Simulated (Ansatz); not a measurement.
C3H8AlFO

```
atom    x (Å)    y (Å)    z (Å)
   C  -0.7687   2.0446  -0.2566
   C  -1.3838   0.5389   1.4390
   C   2.0821   0.1564   1.8305
  Al   0.2945   0.5374   2.5069
   F   0.1247   0.8425   4.1483
   O  -1.1340   0.7330   0.0488
   H   0.1275   2.3756   0.3211
   H  -0.5232   2.0982  -1.3278
   H  -1.5805   2.7704  -0.0405
   H  -1.8567  -0.4564   1.5354
   H  -2.1423   1.2591   1.8142
   H   2.5408  -0.6918   2.3676
   H   2.0793  -0.0804   0.7545
   H   2.7476   1.0240   1.9853
```

Geometry: B3LYP/def2-SVP.

All numbers below come from Ansatz 0.2.0, isolated molecule in a Gaussian basis; Kohn-Sham density functional theory, functional PBE0.

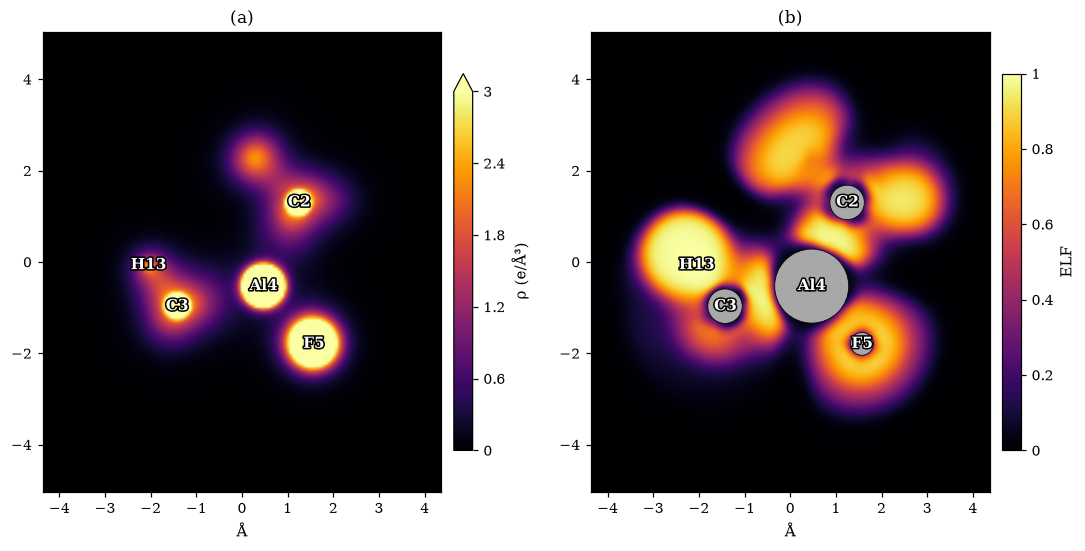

Figure 1. (a) electron density; (b) electron localisation function on the plane of atoms Al4, C3 and H13. Grey discs cover the atomic cores in the ELF map.

Describe what can be read from this map.

Answer. The plane passes through C, Al, F and H nuclei.
Al–F (1.68 Å): ρ is about 0.77 e/Å³ halfway; the ELF peaks at about 0.85 in the valence shell of F, 0.5 Å from its nucleus, and is about 0.30 at the midpoint.
C–Al (1.95 Å): ρ at the midpoint is about 0.73 e/Å³; the ELF peaks at about 0.95 between the atoms, as expected for a shared but strongly polarised pair.
C–H (1.10 Å): ρ at the midpoint is about 1.8 e/Å³; the ELF climbs to about 1 towards the hydrogen, as it does in any bond to H: an ordinary covalent bond to hydrogen.
C–Al (1.99 Å): the density is about 0.73 e/Å³ at the midpoint; the ELF peaks at about 1 between the atoms, as expected for a polar covalent bond.
The ELF also peaks beside F5 and O6, away from the bonds: lone-pair regions.

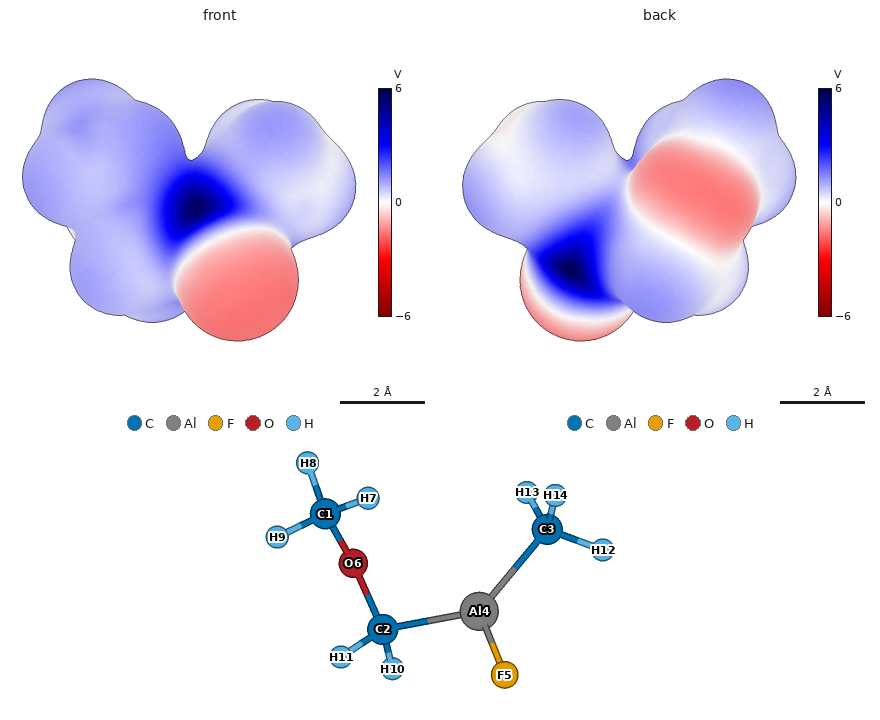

Figure 2. The molecular electrostatic potential painted on the density surface at 0.004 e/bohr³, seen from the front and from behind; red is negative and blue positive. The bare structure is drawn below in the same view.

Describe the electrostatic potential map.

Answer. The most negative region (about −1.6 V, or −37 kcal/mol for a unit charge) lies over F5 and O6, the most positive (about +5.3 V, or +122 kcal/mol for a unit charge) over Al4.

What dipole moment does the calculation give?

Answer. Its dipole moment is 1.40 D.

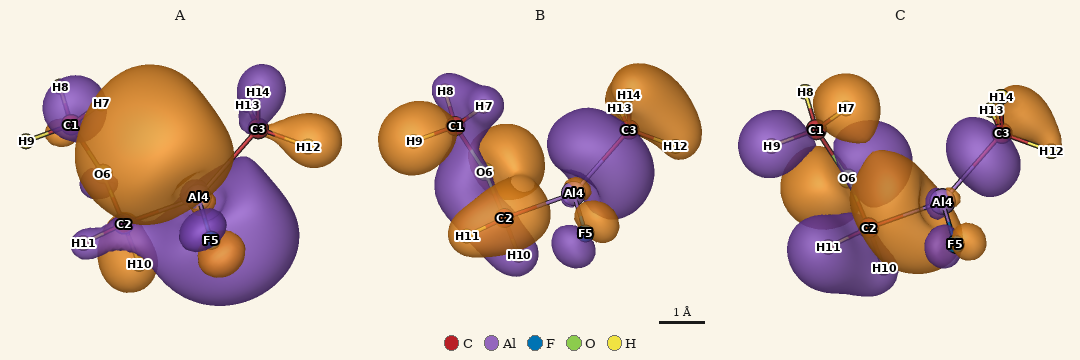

Figure 3. Three frontier orbitals at ±0.08 Å⁻³ᐟ² (orange and purple are the two phases), in no order.

Order the three orbitals by energy and name them.

Answer. B is the HOMO−1 (−8.75 eV). By Hirshfeld shares it lies mainly on C3 (about 25 %), O6 (about 25 %), Al4 (about 10 %), C2 (about 10 %) and C1 (about 5 %). C is the HOMO (−6.92 eV). By Hirshfeld shares it lies mainly on O6 (about 40 %), C2 (about 20 %), Al4 (about 10 %) and C3 (about 5 %). A is the LUMO (−0.63 eV). Its weight (Hirshfeld) is mainly on Al4 (about 60 %), C2 (about 5 %) and C3 (about 5 %).

What is the HOMO–LUMO gap?

Answer. 6.29 eV between the orbital energies.
